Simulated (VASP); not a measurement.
Band structure of MnF2 (rutile). Computed with rev-vdW-DF2, VASP's PBE PAW potentials (set 64) (plane waves; VASP).

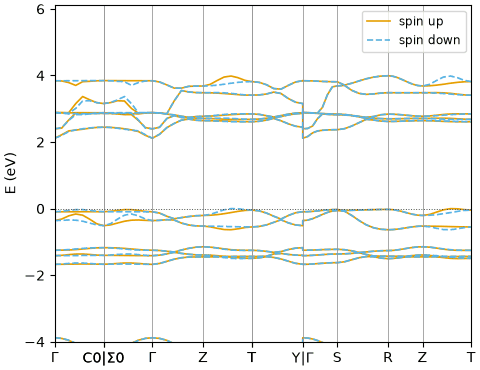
Figure. Bands along high-symmetry lines, zero at the valence-band maximum or, without a gap, the Fermi level

### Question
Read the plot: is there a gap, and where are the band edges?

### Answer
The gap is indirect, 2.12 eV, from the valence maximum at Z-A0 at 0.57 to the conduction minimum at Γ. (Edges off the drawn lines would not show.)

The compound is MnF2 in the rutile structure. It was relaxed first.
